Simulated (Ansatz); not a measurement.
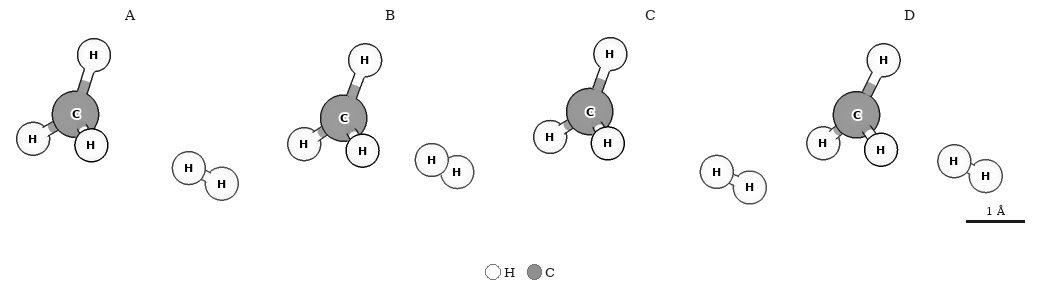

4 geometries from one relaxation of CH$_{5}$ (multiplicity 2) (started from a transition state, displaced along its imaginary mode), in shuffled order. A ball-and-stick model, seen from a free direction.

Level of theory: UKS PBE0-D4/def2-TZVP (Ansatz). Settings: force threshold 0.005 eV/Å; at most 200 steps.

### Put them in the order of the run, from the start to the converged end.

B, D, A, C. They are steps 0, 1, 3, 12, at +22.1 kcal/mol, +2.80 kcal/mol, +0.41 kcal/mol relative to the last. The energy falls by 22.1 kcal/mol in 10 accepted moves (12 points after the start). Largest force component: 8.4 eV/Å at the start, 0.0022 eV/Å at the end. The line search rejected the trial steps at points 8, 10 of the run. The forces were under the threshold at step 6, but the run went on from there. The atom that moves furthest after the best rigid fit is an H atom (0.74 Å). Largest moves by element: H 0.74 Å, C 0.32 Å. Some distances before and after: H–H 0.578 → 0.748 Å, C–H 1.094 → 1.080 Å.
